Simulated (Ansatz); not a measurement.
## Geometry relaxation of SiH₆O₂ (part 1 of 2)

System: SiH₆O₂, SMILES O.[SiH3]O.
Method: RKS PBE-D4/def2-SVP (Ansatz 0.2.0).

Figures and captions count atoms from 1; the log counts them from 0 in places.

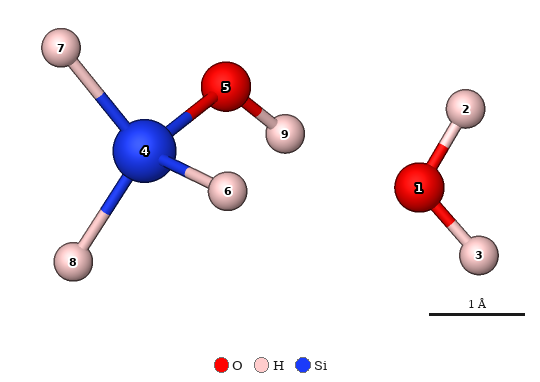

Figure 1. The starting structure (ball-and-stick view, seen at a tilt; atoms are numbered from 1 in the order of the input).

**Summary**

- outcome: converged
- total energy: −12055.8542 eV
- mean-field energy: −12055.7436 eV
- dispersion energy: −0.1107 eV
- SCF solution under orbital rotations: stable
- largest force (length of the vector) at the end: 0.022 eV/Å
- dipole moment: 3.36 D
- hardware: 4 threads of Arm Neoverse V1, 23 GiB of memory available, shared host
- wall time: 14 s (CPU time 48 s)
- peak memory: 0.14 GiB

**Input file**
```yaml
crystal:
  periodic: [false, false, false]
  atoms:
    - {symbol: O, position_ang: [-0.325800, 0.024000, -2.325400]}
    - {symbol: H, position_ang: [0.478500, 0.393600, -2.699900]}
    - {symbol: H, position_ang: [-0.631500, -0.669100, -2.914000]}
    - {symbol: Si, position_ang: [0.075500, -0.062100, 1.725200]}
    - {symbol: O, position_ang: [0.361500, 0.702800, 0.329700]}
    - {symbol: H, position_ang: [0.714000, -1.383900, 1.739500]}
    - {symbol: H, position_ang: [0.682300, 0.832500, 2.700900]}
    - {symbol: H, position_ang: [-1.361900, -0.236300, 1.954900]}
    - {symbol: H, position_ang: [0.007400, 0.398600, -0.511000]}
basis:
  gaussian: {orbitals: def2-SVP}
hamiltonian: {xc: pbe, dispersion: d4}
relax: {f_tol: 0.03, max_steps: 250}
```

Launch command:
```bash
ansatz run in.yaml --threads 4 --pin off --events-out ev --progress --plain --max-ram 9574MiB
```

**Output**
```
Functional definition: PBE
  name "PBE"
  cite "Perdew, Burke & Ernzerhof, Phys. Rev. Lett. 77, 3865 (1996) doi:10.1103/PhysRevLett.77.3865"
  parent pbe
  parameter kappa = 0.804
  parameter beta = 0.06672455060314922
  exchange = pbe_x(kappa = kappa, mu = beta*pi^2/3)
  correlation = pbe_c(beta = beta)
830 factors; their error is unknown
mean field evaluation 1: about -12046.5508 eV, gradient 7.2e1 eV
mean field evaluation 2: about -12013.5980 eV, gradient 1.5e2 eV
mean field evaluation 4: about -12055.2918 eV, gradient 1.2e1 eV
mean field evaluation 8: about -12055.4801 eV, gradient 1.1e-1 eV
mean field -12055.48010295 eV, -443.0307222855 hartree, gradient 2.1e-5 eV, S^2 0.000000; 0 other end points of the search recorded, 0 dependent functions left out
the calculation of the forces begins
reference -12055.48013872 eV, -443.0307235999 hartree; 18, 18 occupied and 58, 58 virtual orbitals, 830 factors
relax step   1: F+E_penalty+E_count = -12055.57487168 eV  Δ(F+E_penalty+E_count) = +0.000e0 eV  max|allowed force component| = 1.248e0 eV/Å  Δτ_max = 0.0000 Å  (24 SCF iters, accepted)
these checks for a lower state are left out or cut short: starts, cluster_reference, orbital_swaps, neighbouring_geometries, increment
830 factors; their error is unknown
mean field evaluation 16: about -12055.3774 eV, gradient 1.0e1 eV
mean field -12055.64536742 eV, -443.0367956428 hartree, gradient 1.3e-5 eV, S^2 0.000000; 0 other end points of the search recorded, 0 dependent functions left out
[... from here on the field's lines of each further geometry are left out, up to the last ...]
relax step   2: F+E_penalty+E_count = -12055.74083334 eV  Δ(F+E_penalty+E_count) = -1.660e-1 eV  max|allowed force component| = 8.378e-1 eV/Å  Δτ_max = 0.1742 Å  (32 SCF iters, accepted)
relax step   3: F+E_penalty+E_count = -12055.76018244 eV  Δ(F+E_penalty+E_count) = -1.935e-2 eV  max|allowed force component| = 1.275e0 eV/Å  Δτ_max = 0.1709 Å  (26 SCF iters, accepted)
relax step   4: F+E_penalty+E_count = -12055.80201480 eV  Δ(F+E_penalty+E_count) = -4.183e-2 eV  max|allowed force component| = 7.631e-2 eV/Å  Δτ_max = 0.2000 Å  (27 SCF iters, accepted)
relax step   5: F+E_penalty+E_count = -12055.79834584 eV  Δ(F+E_penalty+E_count) = +3.669e-3 eV  max|allowed force component| = 2.896e-1 eV/Å  Δτ_max = 0.0625 Å  (26 SCF iters, rejected (line search))
relax step   6: F+E_penalty+E_count = -12055.80530410 eV  Δ(F+E_penalty+E_count) = -3.289e-3 eV  max|allowed force component| = 2.270e-2 eV/Å  Δτ_max = 0.0305 Å  (26 SCF iters, accepted)
relax step   7: F+E_penalty+E_count = -12055.80868911 eV  Δ(F+E_penalty+E_count) = -3.385e-3 eV  max|allowed force component| = 8.872e-2 eV/Å  Δτ_max = 0.0964 Å  (26 SCF iters, accepted)
relax step   8: F+E_penalty+E_count = -12055.80944410 eV  Δ(F+E_penalty+E_count) = -7.550e-4 eV  max|allowed force component| = 4.182e-1 eV/Å  Δτ_max = 0.1430 Å  (27 SCF iters, accepted)
relax step   9: F+E_penalty+E_count = -12055.81360570 eV  Δ(F+E_penalty+E_count) = -4.162e-3 eV  max|allowed force component| = 1.514e-1 eV/Å  Δτ_max = 0.0503 Å  (26 SCF iters, accepted)
relax step  10: F+E_penalty+E_count = -12055.81975866 eV  Δ(F+E_penalty+E_count) = -6.153e-3 eV  max|allowed force component| = 8.760e-2 eV/Å  Δτ_max = 0.2000 Å  (26 SCF iters, accepted)
relax step  11: F+E_penalty+E_count = -12055.81129578 eV  Δ(F+E_penalty+E_count) = +8.463e-3 eV  max|allowed force component| = 9.280e-1 eV/Å  Δτ_max = 0.1952 Å  (26 SCF iters, rejected (line search))
relax step  12: F+E_penalty+E_count = -12055.82203221 eV  Δ(F+E_penalty+E_count) = -2.274e-3 eV  max|allowed force component| = 3.061e-1 eV/Å  Δτ_max = 0.0935 Å  (26 SCF iters, accepted)
relax step  13: F+E_penalty+E_count = -12055.82487850 eV  Δ(F+E_penalty+E_count) = -2.846e-3 eV  max|allowed force component| = 3.119e-1 eV/Å  Δτ_max = 0.0962 Å  (27 SCF iters, accepted)
relax step  14: F+E_penalty+E_count = -12055.82827099 eV  Δ(F+E_penalty+E_count) = -3.392e-3 eV  max|allowed force component| = 3.274e-1 eV/Å  Δτ_max = 0.0960 Å  (26 SCF iters, accepted)
relax step  15: F+E_penalty+E_count = -12055.83710598 eV  Δ(F+E_penalty+E_count) = -8.835e-3 eV  max|allowed force component| = 4.579e-2 eV/Å  Δτ_max = 0.2000 Å  (27 SCF iters, accepted)
relax step  16: F+E_penalty+E_count = -12055.84321875 eV  Δ(F+E_penalty+E_count) = -6.113e-3 eV  max|allowed force component| = 4.960e-2 eV/Å  Δτ_max = 0.1362 Å  (26 SCF iters, accepted)
relax step  17: F+E_penalty+E_count = -12055.82141270 eV  Δ(F+E_penalty+E_count) = +2.181e-2 eV  max|allowed force component| = 1.290e0 eV/Å  Δτ_max = 0.1952 Å  (25 SCF iters, rejected (line search))
relax step  18: F+E_penalty+E_count = -12055.84664456 eV  Δ(F+E_penalty+E_count) = -3.426e-3 eV  max|allowed force component| = 9.639e-2 eV/Å  Δτ_max = 0.0976 Å  (26 SCF iters, accepted)
relax step  19: F+E_penalty+E_count = -12055.84815030 eV  Δ(F+E_penalty+E_count) = -1.506e-3 eV  max|allowed force component| = 3.011e-1 eV/Å  Δτ_max = 0.0975 Å  (26 SCF iters, accepted)
relax step  20: F+E_penalty+E_count = -12055.85053513 eV  Δ(F+E_penalty+E_count) = -2.385e-3 eV  max|allowed force component| = 1.418e-1 eV/Å  Δτ_max = 0.0388 Å  (27 SCF iters, accepted)
relax step  21: F+E_penalty+E_count = -12055.85145789 eV  Δ(F+E_penalty+E_count) = -9.228e-4 eV  max|allowed force component| = 5.359e-2 eV/Å  Δτ_max = 0.0342 Å  (26 SCF iters, accepted)
relax step  22: F+E_penalty+E_count = -12055.85332462 eV  Δ(F+E_penalty+E_count) = -1.867e-3 eV  max|allowed force component| = 2.042e-2 eV/Å  Δτ_max = 0.0738 Å  (27 SCF iters, accepted)
relax step  23: F+E_penalty+E_count = -12055.85399201 eV  Δ(F+E_penalty+E_count) = -6.674e-4 eV  max|allowed force component| = 4.650e-2 eV/Å  Δτ_max = 0.0798 Å  (26 SCF iters, accepted)
the calculation of the forces begins
reference -12055.74355105 eV, -443.0404038245 hartree; 18, 18 occupied and 58, 58 virtual orbitals, 830 factors
relax step  24: F+E_penalty+E_count = -12055.85418093 eV  Δ(F+E_penalty+E_count) = -1.889e-4 eV  max|allowed force component| = 1.987e-2 eV/Å  Δτ_max = 0.0150 Å  (28 SCF iters, accepted)
830 factors; their error is unknown
mean field evaluation 192: about -12055.7435 eV, gradient 1.5e-4 eV
```

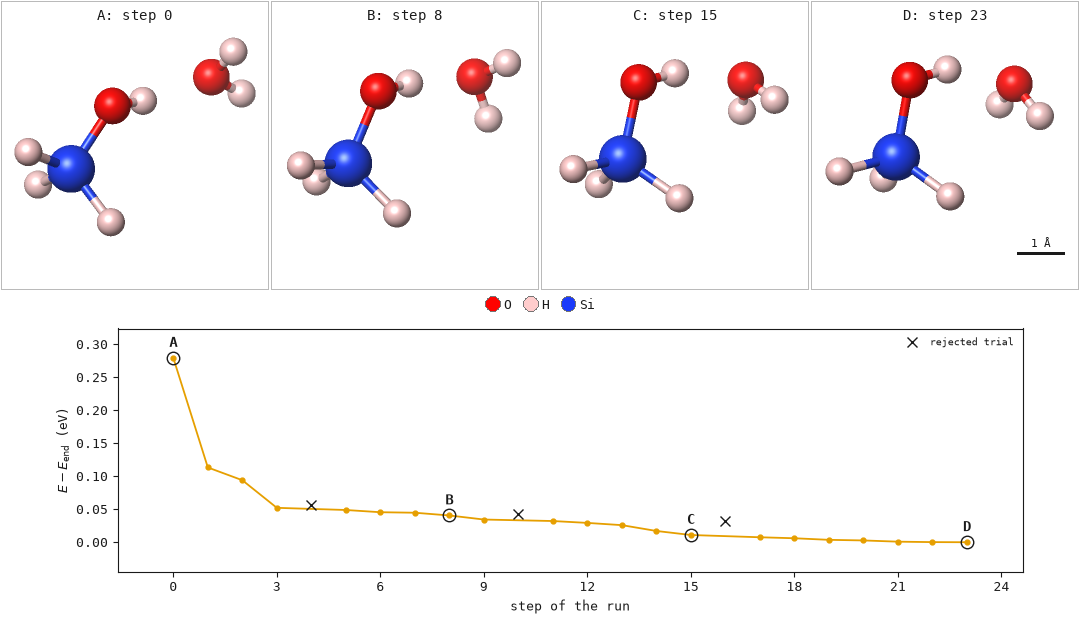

Figure 2. Frames of the relaxation (ball-and-stick view, seen at a tilt) above the curves, on which the letters mark them (the first geometry is step 0 here and step 1 in the log).

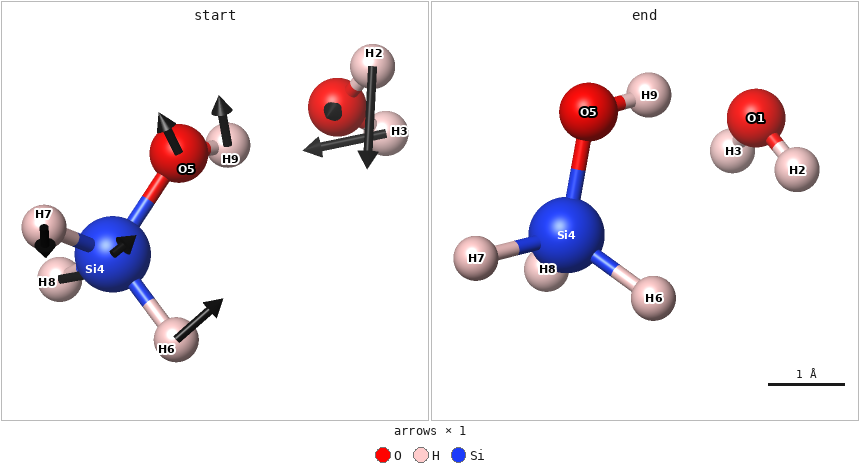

Figure 3. Before (left) and after (right) the relaxation, at one scale (ball-and-stick view, seen at a tilt). The black arrows give the displacements, at true length. After 23 geometry steps the energy has fallen by 0.279 eV. Largest force component: 1.2 eV/Å at the start, 0.02 eV/Å at the end. The line search rejected the trial steps at points 4, 10, 16 (counted from 0) and went back. The largest move after the best rigid fit is that of H2, 1.38 Å. By element the largest moves are H 1.38 Å, O 0.63 Å, Si 0.44 Å. Among the contacts that change: Si4–O5 1.617 → 1.670 Å, Si4–H6 1.468 → 1.516 Å, Si4–H7 1.456 → 1.500 Å, O5–H9 0.962 → 0.990 Å. Among the angles that change: Si4–O5–H9 122.7° → 109.3°, O5–Si4–H7 102.4° → 107.8°, H2–O1–H3 107.8° → 103.5°. (Atoms are counted from 1 in the order of the input.)

```
mean field -12055.74351867 eV, -443.0404026345 hartree, gradient 1.2e-5 eV, S^2 0.000000; 1 other end points of the search recorded, 0 dependent functions left out
the calculation of the forces begins
reference -12055.74355105 eV, -443.0404038245 hartree; 18, 18 occupied and 58, 58 virtual orbitals, 830 factors
Total energy: -12055.85421331 eV, -443.0444705876 hartree
Atom 0 at    -0.192755     0.015823    -2.015491 Å, force    -0.017591    -0.002821    -0.002330 eV/Å
Atom 1 at     0.454233    -0.714220    -1.982403 Å, force     0.004959    -0.004996    -0.000582 eV/Å
Atom 2 at    -1.046848    -0.429807    -1.856606 Å, force     0.010200     0.006261    -0.001491 eV/Å
Atom 3 at     0.125717    -0.005227     1.290477 Å, force    -0.009376     0.003078     0.019870 eV/Å
Atom 4 at     0.291986     1.355547     0.336909 Å, force    -0.001917    -0.012907    -0.000471 eV/Å
Atom 5 at     1.103528    -1.104507     0.925507 Å, force    -0.001042     0.002971     0.002218 eV/Å
Atom 6 at     0.370960     0.399055     2.714183 Å, force     0.000337    -0.003990    -0.014012 eV/Å
Atom 7 at    -1.253654    -0.627486     1.198900 Å, force     0.011102     0.003353    -0.003058 eV/Å
Atom 8 at     0.146833     1.110920    -0.611575 Å, force     0.003328     0.009050    -0.000143 eV/Å
Dipole moment:    -0.146772    -0.553662    -0.400087 e Å
```

**Trajectory as extended XYZ (Å, eV, eV/Å), 24 frames, from step=1 to step=24**
```
9
Properties=species:S:1:pos:R:3:forces:R:3 step=1 energy=-12055.57487
O    -0.3258    0.0240   -2.3254   -0.4021   0.4742   1.0496
H     0.4785    0.3936   -2.6999    0.4806   0.0602  -0.4658
H    -0.6315   -0.6691   -2.9140   -0.0084  -0.4571  -0.4484
Si    0.0755   -0.0621    1.7252   -0.0485  -0.2318   0.1854
O     0.3615    0.7028    0.3297    0.6770   1.2483  -0.8884
H     0.7140   -1.3839    1.7395    0.3034  -0.7861   0.2455
H     0.6823    0.8325    2.7009    0.2648   0.3105   0.8721
H    -1.3619   -0.2363    1.9549   -0.8073  -0.1676   0.3480
H     0.0074    0.3986   -0.5110   -0.4594  -0.4505  -0.8979
9
Properties=species:S:1:pos:R:3:forces:R:3 step=2 energy=-12055.74083
O    -0.3211    0.1287   -2.3284   -0.1373  -0.6156  -0.4119
H     0.5152    0.3703   -2.7833   -0.3051  -0.2141   0.1074
H    -0.6126   -0.7248   -2.7501    0.4291   0.8378   0.3940
Si    0.0800   -0.0555    1.6844   -0.0990  -0.1916   0.3680
O     0.3468    0.7293    0.2692    0.3565   0.5782  -0.2139
H     0.7164   -1.4134    1.7482    0.0973  -0.2056   0.0120
H     0.6810    0.7972    2.7497    0.0705   0.0653   0.1837
H    -1.3765   -0.2519    1.9864   -0.2170  -0.0380   0.0627
H    -0.0293    0.4204   -0.5762   -0.1951  -0.2164  -0.5018
9
Properties=species:S:1:pos:R:3:forces:R:3 step=3 energy=-12055.76018
O    -0.3679    0.1811   -2.3311    0.1054  -1.2745  -0.5440
H     0.5143    0.3377   -2.7413   -0.3490  -0.0241   0.1818
H    -0.5592   -0.7721   -2.5947    0.2407   1.2735   0.3990
Si    0.0773   -0.0559    1.6452   -0.0615  -0.0970   0.2651
O     0.3573    0.7658    0.2346    0.1794   0.1901   0.0408
H     0.7133   -1.4322    1.6989   -0.0144   0.0338  -0.0634
H     0.6818    0.7621    2.7561   -0.0223  -0.0337  -0.0621
H    -1.3932   -0.2559    1.9569    0.0391   0.0093  -0.0497
H    -0.0236    0.4696   -0.6247   -0.1173  -0.0774  -0.1674
9
Properties=species:S:1:pos:R:3:forces:R:3 step=4 energy=-12055.80201
O    -0.3884    0.1282   -2.2659   -0.0121   0.0548   0.0164
H     0.4873    0.2926   -2.6652   -0.0106  -0.0295  -0.0136
H    -0.5312   -0.8261   -2.4042    0.0236  -0.0451   0.0028
Si    0.0778   -0.0479    1.5849    0.0280  -0.0039   0.0625
O     0.4099    0.8722    0.2374   -0.0399  -0.0067  -0.0196
H     0.6988   -1.4283    1.5364    0.0027  -0.0028  -0.0138
H     0.6598    0.6903    2.7517    0.0173  -0.0166   0.0699
H    -1.3998   -0.2566    1.8326   -0.0130   0.0131  -0.0281
H    -0.0141    0.5757   -0.6078    0.0041   0.0368  -0.0763
9
Properties=species:S:1:pos:R:3:forces:R:3 step=5 energy=-12055.79835 accepted=F
O    -0.3753    0.1191   -2.2674   -0.0551   0.0372   0.0111
H     0.4866    0.2750   -2.6957    0.0518   0.0096  -0.0202
H    -0.5134   -0.8393   -2.3780   -0.0034  -0.0565   0.0188
Si    0.0809   -0.0422    1.5980   -0.1552  -0.0508  -0.2896
O     0.3665    0.8863    0.2449    0.1725   0.1308   0.1393
H     0.7093   -1.4166    1.5083   -0.0371  -0.0382   0.0141
H     0.6797    0.6415    2.7854    0.0333   0.1004   0.0426
H    -1.4048   -0.2253    1.8210    0.0287  -0.0781   0.1031
H    -0.0296    0.6015   -0.6165   -0.0355  -0.0543  -0.0192
```
